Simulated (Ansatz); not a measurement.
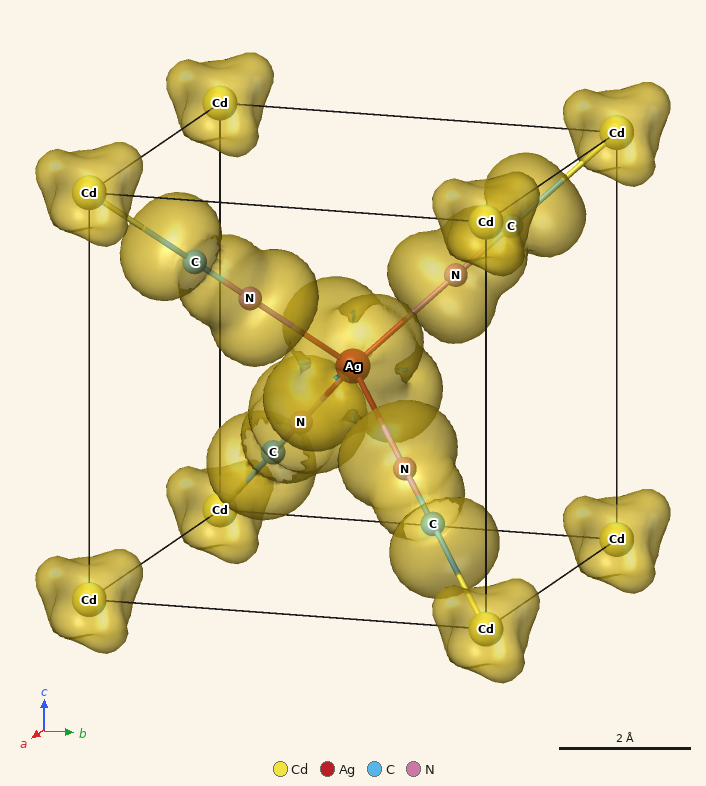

CdAgC4N4. Isosurfaces of the spin density at +0.004 (yellow) and −0.004 e/Å³ (cyan), seen slightly off an axis. Sticks mark near contacts.

Space group P-43m; a structure generated by program, which may or may not match a known phase; spin-polarised.

Method: DFT PBE, scalar-relativistic, plane waves, PAW in Ansatz 0.2.0.

In a PAW calculation such maps are meaningful between the atoms, not at the nuclei.

**Which atoms carry the moments, and with what signs?**

The spin density sits on Ag: +0.4 μB in one cell of 10 atoms: parallel main moments, as they must be, since the calculation's own cell holds one magnetic site. The cell of the calculation (10 atoms) carries 1.0 μB of net spin moment.
